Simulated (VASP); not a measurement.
# What spin-orbit coupling changes in YRh, part 3 of 3

Aim: run bands, DOS and a relaxation of YRh twice, without and with spin-orbit coupling. All runs use PBEsol. Left out of this account: 1 further run (self-consistent run: a reference on another mesh). The start is a cell from a database of measured crystal structures.

VASP 6.6.1, plane waves and PAW; the level of theory is named at each step.

So far. Step 5 (Density of states (PBEsol + SOC)): The DOS at the Fermi level goes from 0.790 to 0.780 states/eV/cell, a number that is sensitive to the mesh. The run took 3.2 times the core time, with 38 spinor bands against 25. Of the states within 0.3 eV of the Fermi level, the largest shares in the PAW spheres are Rh d 45 %, Y d 16 % and Y p 8 %. The rest lies in smaller channels or between the spheres. Step 6 (Full relaxation (PBEsol)): It ends with forces that vanish by symmetry and a pressure of -0.05 GPa.

## 7. Full relaxation (PBEsol + SOC)

This step: PBEsol, spin-orbit coupling; plane waves and PAW (Y_sv, Rh_pv) (VASP 6.6.1).

The same relaxation with spinors and spin-orbit coupling.

Input file INCAR:

```
SYSTEM = YRh
PREC = Accurate
ENCUT = 400
EDIFF = 1E-06
NELM = 100
ISMEAR = -1
SIGMA = 0.05
LREAL = .FALSE.
ALGO = Normal
GGA = PS
LNONCOLLINEAR = .TRUE.
MAGMOM = 0 0 0 0 0 0
NBANDS = 38
GGA_COMPAT = .FALSE.
LASPH = .TRUE.
LSORBIT = .TRUE.
LMAXMIX = 4
LORBIT = 11
LWAVE = .FALSE.
LCHARG = .FALSE.
KPAR = 2
IBRION = 2
NSW = 60
ISIF = 3
EDIFFG = -0.01
```

Input file POSCAR:

```
YRh
1.0
    3.4070000000      0.0000000000      0.0000000000
    0.0000000000      3.4070000000      0.0000000000
    0.0000000000      0.0000000000      3.4070000000
Y Rh
1 1
Direct
    0.5000000000      0.5000000000      0.5000000000
    0.0000000000      0.0000000000      0.0000000000
```

Input file KPOINTS:

```
Automatic mesh
0
Gamma
10 10 10
0 0 0
```

Potentials, in the order of the species: Y_sv and Rh_pv (PBE family, release 64).

Started as:

```sh
$ mpirun -np 2 vasp_ncl
```

The log of the run:

```text
[... set-up lines as in an earlier step ...]
 entering main loop
       N       E                     dE             d eps       ncg     rms          rms(c)
[... 14 cycles as in an earlier step ...]
   1 F= -.16763622E+02 E0= -.16757622E+02  d E =-.167636E+02  mag=     0.0000    -0.0000    -0.0000
 curvature:   0.00 expect dE= 0.000E+00 dE for cont linesearch  0.000E+00
 trial: gam= 0.00000 g(F)=  0.000E+00 g(S)=  0.418E-01 ort = 0.000E+00 (trialstep = 0.100E+01)
 search vector abs. value=  0.418E-01
 bond charge predicted
       N       E                     dE             d eps       ncg     rms          rms(c)
DAV:   1    -0.187041797864E+02   -0.19406E+01   -0.23115E+01  4686   0.467E+01    0.195E+01
DAV:   2    -0.190341869036E+02   -0.33001E+00   -0.26088E+01  4414   0.377E+01    0.188E+01
DAV:   3    -0.168199271201E+02    0.22143E+01   -0.47290E+00  4452   0.191E+01    0.573E+00
DAV:   4    -0.167542615989E+02    0.65666E-01   -0.44423E-01  5610   0.329E+00    0.160E+00
DAV:   5    -0.167477196266E+02    0.65420E-02   -0.73566E-02  6330   0.127E+00    0.168E+00
DAV:   6    -0.167551291935E+02   -0.74096E-02   -0.11762E-02  6112   0.730E-01    0.762E-01
DAV:   7    -0.167581389860E+02   -0.30098E-02   -0.30742E-03  6738   0.235E-01    0.354E-01
DAV:   8    -0.167593392275E+02   -0.12002E-02   -0.32081E-03  6804   0.227E-01    0.333E-01
DAV:   9    -0.167593461092E+02   -0.68817E-05   -0.21402E-04  5186   0.887E-02    0.139E-01
DAV:  10    -0.167593453924E+02    0.71680E-06   -0.12553E-05  5310   0.169E-02    0.112E-01
DAV:  11    -0.167593430438E+02    0.23486E-05   -0.95733E-06  4430   0.267E-02    0.287E-02
DAV:  12    -0.167593428928E+02    0.15100E-06   -0.10313E-06  3720   0.891E-03
   2 F= -.16759343E+02 E0= -.16753832E+02  d E =0.427932E-02  mag=     0.0000     0.0000    -0.0000
 trial-energy change:    0.004279  1 .order    0.004814   -0.041829    0.051456
 step:   0.4569(harm=  0.4484)  dis= 0.00000  next Energy=   -16.773229 (dE=-0.961E-02)
 bond charge predicted
       N       E                     dE             d eps       ncg     rms          rms(c)
DAV:   1    -0.173386674126E+02   -0.57932E+00   -0.69215E+00  4610   0.262E+01    0.894E+00
DAV:   2    -0.174283617211E+02   -0.89694E-01   -0.58429E+00  4566   0.191E+01    0.119E+01
DAV:   3    -0.167815600499E+02    0.64680E+00   -0.19129E+00  4492   0.108E+01    0.135E+00
DAV:   4    -0.167685148224E+02    0.13045E-01   -0.15914E-01  5392   0.263E+00    0.124E+00
DAV:   5    -0.167703079988E+02   -0.17932E-02   -0.99939E-03  5300   0.572E-01    0.994E-01
DAV:   6    -0.167725702156E+02   -0.22622E-02   -0.21799E-03  6086   0.223E-01    0.333E-01
DAV:   7    -0.167731364505E+02   -0.56623E-03   -0.74870E-04  6560   0.130E-01    0.930E-02
DAV:   8    -0.167732420732E+02   -0.10562E-03   -0.12050E-04  6878   0.456E-02    0.847E-02
DAV:   9    -0.167732514411E+02   -0.93679E-05   -0.20729E-05  6342   0.232E-02    0.115E-02
DAV:  10    -0.167732516262E+02   -0.18511E-06   -0.29164E-06  4754   0.113E-02
   3 F= -.16773252E+02 E0= -.16767509E+02  d E =-.962942E-02  mag=    -0.0000     0.0000     0.0000
 curvature:  -0.22 expect dE=-0.171E-05 dE for cont linesearch -0.171E-05
 trial: gam=-0.01333 g(F)=  0.444E-65 g(S)=  0.763E-05 ort = 0.565E-03 (trialstep = 0.891E+00)
 search vector abs. value=  0.149E-08
 reached required accuracy - stopping structural energy minimisation
```

It took 3.1 min on 2 MPI ranks of AMD EPYC 7R43, shared host; peak memory 0.49 GiB; 6 min of CPU time.

OUTCAR, selected parts (step 7):

```text
   NELECT =      26.0000    total number of electrons

 E-fermi :   6.8307

 k-point     1 :       0.0000    0.0000    0.0000
  band No.  band energies     occupation
    ...
     22       5.0334      1.00000
     23       5.0334      1.00000
     24       5.0334      1.00000
     25       5.2555      1.00000
     26       5.2555      1.00000
     27       9.0961      0.00000
     28       9.0961      0.00000
     29       9.0961      0.00000
     30       9.0961      0.00000
     31      12.8837      0.00000
    ...

  Total       -0.0102701     -0.0102701     -0.0102701     -0.0000000      0.0000000      0.0000000
  in kB       -0.4267104     -0.4267104     -0.4267104     -0.0000000      0.0000000      0.0000000
  external PRESSURE =      -0.4267104 kB  Pullay stress =       0.0000000 kB

 POSITION                                       TOTAL-FORCE (eV/Angst)
 -----------------------------------------------------------------------------------
      1.68923      1.68923      1.68923         0.000000     -0.000000      0.000000
      0.00000      0.00000      0.00000        -0.000000      0.000000      0.000000
 -----------------------------------------------------------------------------------
    total drift:                                0.000000     -0.000000     -0.000000

  FREE ENERGIE OF THE ION-ELECTRON SYSTEM (eV)
  ---------------------------------------------------
  free  energy   TOTEN  =       -16.7732516262 eV

  energy  without entropy=      -16.7617658006  energy(sigma->0) =      -16.76750871

 Spin-Orbit-Coupling matrix elements
 Ion:    1  E_soc:     -0.1016083
 Ion:    2  E_soc:     -0.3091224

 magnetization (x)
# of ion       s       p       d       f       tot
--------------------------------------------------
    1        0.000   0.000   0.000   0.000   0.000
    2        0.000   0.000  -0.000   0.000  -0.000
--------------------------------------------------
tot          0.000   0.000  -0.000   0.000  -0.000

 magnetization (y)
# of ion       s       p       d       f       tot
--------------------------------------------------
    1        0.000   0.000   0.000  -0.000  -0.000
    2        0.000   0.000   0.000   0.000   0.000
--------------------------------------------------
tot          0.000   0.000   0.000  -0.000   0.000

 magnetization (z)
# of ion       s       p       d       f       tot
--------------------------------------------------
    1       -0.000   0.000   0.000   0.000  -0.000
    2       -0.000   0.000   0.000   0.000   0.000
--------------------------------------------------
tot         -0.000   0.000   0.000   0.000  -0.000

[... 8 parts as in an earlier step ...]

[... 10 further parts left out ...]
```

CONTCAR:

```
YRh
   1.00000000000000
     3.3784507116658982   -0.0000000000000000   -0.0000000000000000
    -0.0000000000000000    3.3784507116658982    0.0000000000000000
    -0.0000000000000000   -0.0000000000000000    3.3784507116658982
  Y               Rh
     1     1
Direct
     0.5000000000000000    0.5000000000000000    0.5000000000000000
     0.0000000000000000    0.0000000000000000    0.0000000000000000
```

Relaxation path:

```csv
step,energy less that of the first step (eV),largest force (eV/Å),pressure (GPa),volume (Å³)
1,0.0000,0.0000,-3.08,39.55
2,0.0043,0.0000,4.01,37.41
3,-0.0096,0.0000,-0.04,38.56
```

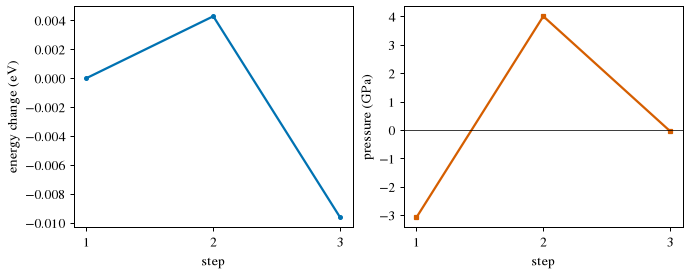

Energy and pressure along the relaxation.

```csv
"conventional cell, symmetrised",before,after,change
a (Å),3.407,3.378,-0.8 %
b (Å),3.407,3.378,-0.8 %
c (Å),3.407,3.378,-0.8 %
volume (Å³/atom),19.77,19.28,-2.5 %
```

The relaxed structure:

```
Y Rh
1.0
     3.37845    0.00000    0.00000
     0.00000    3.37845    0.00000
     0.00000    0.00000    3.37845
Y Rh
1 1
Direct
  0.50000 0.50000 0.50000
  0.00000 0.00000 0.00000
```

This step gave:

| Quantity | Value |
| --- | --- |
| bands | 38 |
| free energy (TOTEN) | -16.77 eV |
| energy at zero smearing | -16.77 eV |
| Fermi energy | 6.831 eV |
| pressure | -0.04267 GPa |
| SCF cycles over all ionic steps | 36 |

On-site spin-orbit energy by atom:

```csv
atom,on-site spin-orbit energy (eV)
Y1,-0.102
Rh2,-0.309
```

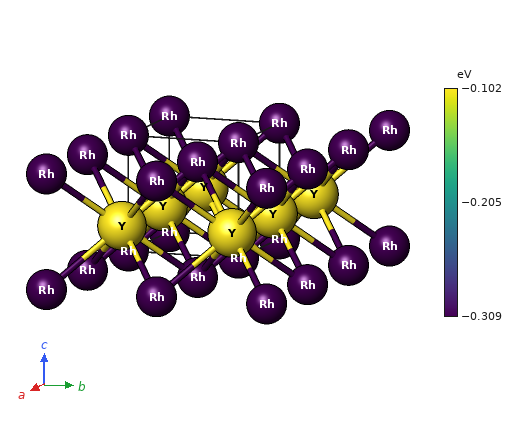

Atoms coloured by on-site spin-orbit energy. 3×2×1 cells are drawn. Some periodic images of atoms are drawn too.

The cell ends at 19.28 Å³/atom, under 0.05 % from the run without the coupling. The run took 3.6 times the core time, with 38 spinor bands against 19.

## 8. The runs together

| quantity | without | with spin-orbit coupling |
| --- | --- | --- |
| gap (eV) | none | none |
| core minutes, bands | 1.1 | 4.2 |
| DOS at the Fermi level (states/eV/cell) | 0.790 | 0.780 |
| core minutes, DOS | 0.77 | 2.4 |
| relaxed volume (Å³/atom) | 19.27 | 19.28 |
| core minutes, relaxation | 1.7 | 6.2 |

## 9. What came out

```json
{
  "gap (eV), without → with": "none → none",
  "DOS at the Fermi level (states/eV/cell), without → with": "0.790 → 0.780",
  "relaxed volume (Å³/atom), without → with": "19.27 → 19.28"
}
```

In words: YRh has no gap with or without spin-orbit coupling. The relaxed volume moves by under 0.05 %. The spinor runs cost 3.2 to 3.7 times as much, on a shared host.

[Lines on the potential files, build, host, timing and source positions are cut from VASP's logs without a mark.]

[Logs are printed without paths, hosts, clocks, repeated set-up lines and the standing remarks that a program may print on its own settings, such as how far it seeks lower states.]

[Hosts, paths, dates, database ids (printed as entryN), source tags and the programs' standing remarks are cut or masked in the printed files.]

[A measured line is paired with the nearest computed mode of its activity, which favours agreement.]

[In band tables of VASP the shares of atoms and orbitals are scaled to a sum of 1 inside the atoms' spheres.]
